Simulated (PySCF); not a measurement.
# B3F3H3N3: magnetic properties

Aim: compute the magnetic properties of B3F3H3N3.

Programs: PySCF 2.14.0, with routines of our own; each step states its level. All values are computed. Atoms count from 0.

### Step 1. The system as given

12 atoms, charge 0, multiplicity 1; geometry from: GFN2-xTB.

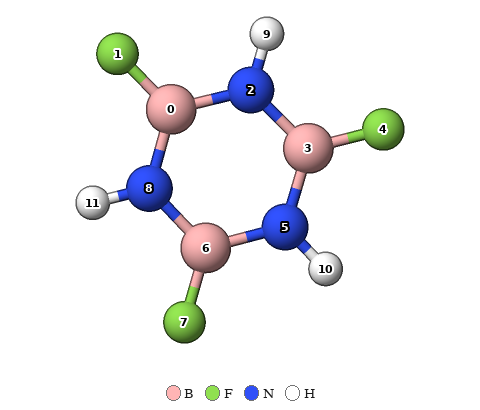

The starting geometry (boron pink, fluorine green, nitrogen blue, hydrogen white).

### Step 2. Magnetic properties: GIAO B3LYP/def2-SVP

The job: settings as JSON, then the geometry in Å.

```
{"job": {"kind": "mag", "xc": "B3LYP", "basis": "def2-SVP"}, "charge": 0, "multiplicity": 1}
B     -0.577260     0.913290     0.927770
F     -1.118050     1.769740     1.797850
N     -0.458100     1.256930    -0.441210
B      0.113930     0.357330    -1.373880
F      0.221450     0.692680    -2.661950
N      0.570690    -0.903520    -0.917770
B      0.463080    -1.270780     0.446050
F      0.897620    -2.462120     0.864290
N     -0.112940    -0.353570     1.358890
H     -0.786040     2.156690    -0.757010
H      0.979500    -1.550190    -1.574730
H     -0.193870    -0.606490     2.331720
```

With the program's defaults for keys left out, this is: GIAO B3LYP/def2-SVP magnetisability, rotational g tensor and spin-rotation constants, non-relativistic, gas phase.

On the command line:

```
> OMP_NUM_THREADS=1 python excited_run.py task.json out
```

The driver reads the jobs from task.json and runs them one after another.

Log:

```text
coarse grid: 11568 points
cycle   1  E = -539.9858671746  dE =  1.397e+00  |g| = 9.575e-01  |ddm| = 4.063e+00
cycle   2  E = -539.8677638682  dE =  1.181e-01  |g| = 1.295e+00  |ddm| = 1.570e+00
cycle   3  E = -540.1478824032  dE = -2.801e-01  |g| = 9.301e-02  |ddm| = 9.060e-01
cycle   4  E = -540.1492743075  dE = -1.392e-03  |g| = 3.785e-02  |ddm| = 8.697e-02
cycle   5  E = -540.1495495370  dE = -2.752e-04  |g| = 6.899e-03  |ddm| = 2.886e-02
cycle   6  E = -540.1495597654  dE = -1.023e-05  |g| = 8.533e-04  |ddm| = 6.466e-03
cycle   7  E = -540.1495599117  dE = -1.463e-07  |g| = 9.994e-05  |ddm| = 8.349e-04
final grid: 117528 points
cycle   8  E = -540.2095900183  dE = -6.138e-05  |g| = 7.168e-03  |ddm| = 2.177e-02
cycle   9  E = -540.2095815623  dE =  8.456e-06  |g| = 9.628e-03  |ddm| = 1.117e-02
cycle  10  E = -540.2096005672  dE = -1.900e-05  |g| = 6.877e-04  |ddm| = 6.492e-03
cycle  11  E = -540.2096006378  dE = -7.058e-08  |g| = 2.540e-04  |ddm| = 6.191e-04
cycle  12  E = -540.2096006480  dE = -1.027e-08  |g| = 2.468e-05  |ddm| = 1.743e-04
cycle  13  E = -540.2096006482  dE = -1.346e-10  |g| = 6.731e-06  |ddm| = 3.100e-05
converged SCF energy = -540.2096006482

Magnetisability tensor (1e-30 J/T^2)
    -1282.37     -112.10      -50.66
     -112.10    -1072.08      -21.94
      -50.66      -21.94    -1033.43
isotropic -1129.30   principal values   -1340.84  -1023.54  -1023.52
isotropic susceptibility -68.008 1e-6 cm^3/mol

Inertial axes            a          b          c
rot. const./GHz      1.6790     1.6789     0.8395
chi total           -61.638    -61.638    -80.747
chi diamagnetic    -711.664   -711.664  -1340.084
chi paramagnetic    650.025    650.025   1259.337
quadrupole/D A       -1.241     -1.241      2.482
g nuclear            0.4940     0.4939     0.4940
g electronic        -0.5127    -0.5127    -0.4967
g total             -0.0188    -0.0188    -0.0027

Spin-rotation constants (kHz, H = +C I.J)
atom  isotope        aa         bb         cc
  0    11B        0.419      0.419      0.143
  1    19F        1.915      1.915      0.190
  2    14N        0.126      0.126      0.030
  3    11B        0.419      0.419      0.143
  4    19F        1.915      1.915      0.190
  5    14N        0.126      0.126      0.030
  6    11B        0.419      0.419      0.143
  7    19F        1.915      1.915      0.190
  8    14N        0.126      0.126      0.030
  9     1H       -0.046     -0.046     -0.115
 10     1H       -0.046     -0.046     -0.115
 11     1H       -0.046     -0.046     -0.115
```

Run time: 15 s. Hardware: 1 thread of AMD EPYC 7R13, shared host; peak memory 0.68 GiB.

From this job:

| quantity | value |
| --- | --- |
| magnetisability | -1129·10⁻³⁰ J/T² |
| molar susceptibility | -68.0·10⁻⁶ cm³/mol |
| rotational g (a, b, c) | -0.0188, -0.0188, -0.0027 |

### Step 3. Magnetic properties: GIAO PBE0/def2-SVP

The job, as its differences from that of step 2:

```diff
@@ -1,2 +1,2 @@
-{"job": {"kind": "mag", "xc": "B3LYP", "basis": "def2-SVP"}, "charge": 0, "multiplicity": 1}
+{"job": {"kind": "mag", "xc": "PBE0", "basis": "def2-SVP"}, "charge": 0, "multiplicity": 1}
 B     -0.577260     0.913290     0.927770
```

Method: GIAO PBE0/def2-SVP magnetisability, rotational g tensor and spin-rotation constants, non-relativistic, gas phase.

Log:

```text
coarse grid: 11568 points
cycle   1  E = -539.4489789034  dE =  1.415e+00  |g| = 8.559e-01  |ddm| = 4.020e+00
cycle   2  E = -539.3902214647  dE =  5.876e-02  |g| = 1.071e+00  |ddm| = 1.320e+00
cycle   3  E = -539.5787912638  dE = -1.886e-01  |g| = 8.487e-02  |ddm| = 7.379e-01
cycle   4  E = -539.5799466789  dE = -1.155e-03  |g| = 3.443e-02  |ddm| = 7.766e-02
cycle   5  E = -539.5801802253  dE = -2.335e-04  |g| = 6.207e-03  |ddm| = 2.635e-02
cycle   6  E = -539.5801882684  dE = -8.043e-06  |g| = 8.637e-04  |ddm| = 5.611e-03
final grid: 117528 points
cycle   7  E = -539.6349186966  dE = -4.688e-05  |g| = 7.768e-03  |ddm| = 2.005e-02
cycle   8  E = -539.6349115932  dE =  7.103e-06  |g| = 9.763e-03  |ddm| = 1.167e-02
cycle   9  E = -539.6349313001  dE = -1.971e-05  |g| = 7.651e-04  |ddm| = 6.573e-03
cycle  10  E = -539.6349313861  dE = -8.597e-08  |g| = 1.919e-04  |ddm| = 5.923e-04
cycle  11  E = -539.6349313924  dE = -6.280e-09  |g| = 2.391e-05  |ddm| = 1.512e-04
cycle  12  E = -539.6349313925  dE = -1.160e-10  |g| = 4.739e-06  |ddm| = 2.946e-05
converged SCF energy = -539.6349313925

Magnetisability tensor (1e-30 J/T^2)
    -1287.23     -111.97      -50.60
     -111.97    -1077.20      -21.91
      -50.60      -21.91    -1038.59
isotropic -1134.34   principal values   -1345.63  -1028.70  -1028.69
isotropic susceptibility -68.312 1e-6 cm^3/mol

Inertial axes            a          b          c
rot. const./GHz      1.6790     1.6789     0.8395
chi total           -61.949    -61.949    -81.036
chi diamagnetic    -711.352   -711.352  -1339.507
chi paramagnetic    649.403    649.403   1258.471
quadrupole/D A       -1.090     -1.090      2.180
g nuclear            0.4940     0.4939     0.4940
g electronic        -0.5122    -0.5122    -0.4963
g total             -0.0183    -0.0183    -0.0024

Spin-rotation constants (kHz, H = +C I.J)
atom  isotope        aa         bb         cc
  0    11B        0.415      0.415      0.140
  1    19F        1.921      1.921      0.170
  2    14N        0.124      0.124      0.028
  3    11B        0.415      0.415      0.140
  4    19F        1.921      1.921      0.170
  5    14N        0.124      0.124      0.028
  6    11B        0.415      0.415      0.140
  7    19F        1.921      1.921      0.170
  8    14N        0.124      0.124      0.028
  9     1H       -0.045     -0.045     -0.113
 10     1H       -0.045     -0.045     -0.113
 11     1H       -0.045     -0.045     -0.113
```

It took 15 s on 1 thread of AMD EPYC 7R13, shared host; peak memory 0.7 GiB.

From this job:

| quantity | value |
| --- | --- |
| magnetisability | -1134·10⁻³⁰ J/T² |
| molar susceptibility | -68.3·10⁻⁶ cm³/mol |
| rotational g (a, b, c) | -0.0183, -0.0183, -0.0024 |

### Step 4. Magnetic properties side by side

| level | ξ (10⁻³⁰ J/T²) | g(a) | g(b) | gap (eV) | functions | time |
| --- | --- | --- | --- | --- | --- | --- |
| GIAO B3LYP/def2-SVP | -1129 | -0.0188 | -0.0188 | 9.28 | 141 | 15 s |
| GIAO PBE0/def2-SVP | -1134 | -0.0183 | -0.0183 | 9.81 | 141 | 15 s |

### Step 5. Outcome

```
                                            quantity                      value
       magnetisability (step 2, GIAO B3LYP/def2-SVP)           -1129·10⁻³⁰ J/T²
  molar susceptibility (step 2, GIAO B3LYP/def2-SVP)         -68.0·10⁻⁶ cm³/mol
rotational g (a, b, c) (step 2, GIAO B3LYP/def2-SVP)  -0.0188, -0.0188, -0.0027
                     magnetisability over the levels  -1134 to -1129·10⁻³⁰ J/T²
```

**Reading.** The magnetisability spreads by 0.4 % over 2 levels of like cost. Two levels can agree by chance, so this spread shows no convergence. Vibrational averaging and real surroundings are missing from these values.
